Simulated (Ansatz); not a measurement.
Consider CH$_{6}$Si$_{2}$.

Input file:

```
crystal:
  periodic: [false, false, false]
  atoms:
    - {symbol: C, position_ang: [-0.597756, 1.377237, -0.036531]}
    - {symbol: Si, position_ang: [0.900558, -1.329526, -0.151747]}
    - {symbol: Si, position_ang: [-0.735739, -0.158537, -1.178756]}
    - {symbol: H, position_ang: [-0.639411, -1.359110, 0.287882]}
    - {symbol: H, position_ang: [-0.016212, 1.274667, 0.881192]}
    - {symbol: H, position_ang: [-1.597673, 1.739226, 0.217215]}
    - {symbol: H, position_ang: [-0.126408, 2.159043, -0.645157]}
    - {symbol: H, position_ang: [1.171363, -2.759657, -0.461221]}
    - {symbol: H, position_ang: [1.641177, -0.943445, 1.087324]}
basis:
  gaussian: {orbitals: def2-TZVPP}
hamiltonian: {xc: pbe0, dispersion: d4}
output: {orbitals: {seedname: orbitals}}
```

Command:

```sh
ansatz run in.yaml --threads 2 --pin off --events-out ev --progress --plain --max-ram 4352MiB
```

The product side of a reaction path; geometry: PBE0-D4/def2-TZVP.

These are results of Ansatz, RKS PBE0-D4/def2-TZVPP, not measurements.

What can the converged electron density and electron localisation function tell about the bonding?

Answer. C–Si (1.92 Å): ρ at the midpoint is about 0.88 e/Å³; the ELF peaks at about 0.95 between the atoms; a covalent bond.
Si–Si (2.26 Å): ρ at the midpoint is about 0.58 e/Å³; the ELF peaks at about 0.85 between the atoms: a covalent bond.
C–H (1.09 Å): ρ at the midpoint is about 2 e/Å³; the ELF climbs to about 1 towards the hydrogen, as it does in any bond to H; an ordinary covalent bond to hydrogen.
Si–H (1.49 Å): the density is about 0.8 e/Å³ at the midpoint; the ELF climbs to about 1 towards the hydrogen.

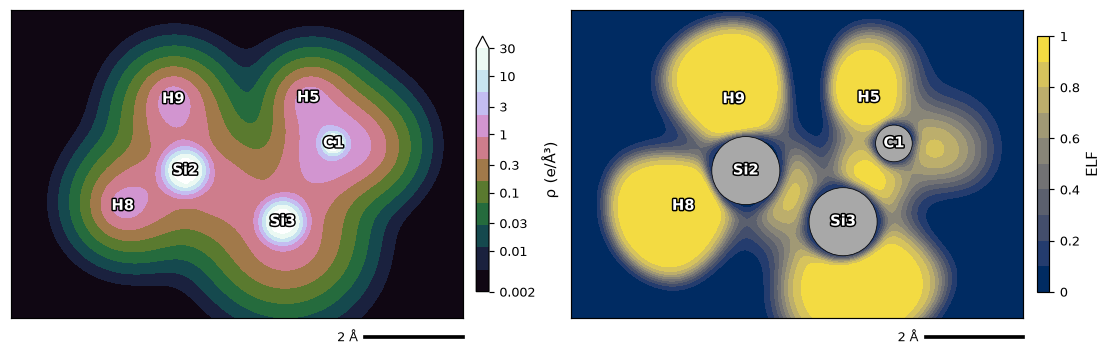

Computed electron density and electron localisation function on the plane of atoms C1, Si3 and Si2, in this order. Grey discs cover the atomic cores in the ELF map. 
